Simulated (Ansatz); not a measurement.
```xyz
11

C    -0.7781    1.3574   -0.4050
Si    0.6549    0.3020   -0.4692
F     1.8641    1.1176    0.1405
Si    0.3138   -1.6034    0.7404
H    -1.0757    1.6816    0.5917
H    -1.7032    0.9270   -0.8525
H    -0.6240    2.3251   -0.9782
H     1.0251   -0.0176   -1.8867
H    -0.0960   -1.2717    2.1988
H     1.4138   -2.5310    0.7600
H    -0.9293   -2.3440    0.1808
```

The fields and orbitals are those of the mean-field reference, not of the correlated method.

These are results of Ansatz 0.2.0, MP2, Gaussian basis, not measurements.

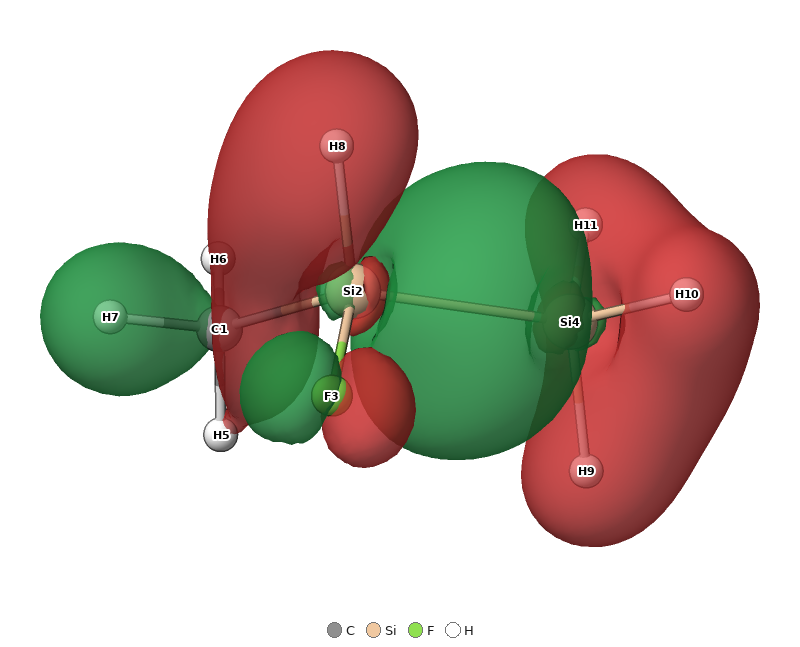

CH7FSi2 (SMILES C[SiH](F)[SiH3]). The HOMO at ±0.08 Å⁻³ᐟ² (green and red are the two phases), seen from one side.

What is the character of this orbital?

Answer. Its weight (Hirshfeld) is mainly on Si4 (about 35 %), Si2 (about 30 %), H8 (about 10 %) and C1 (about 5 %). Its energy is −11.04 eV.
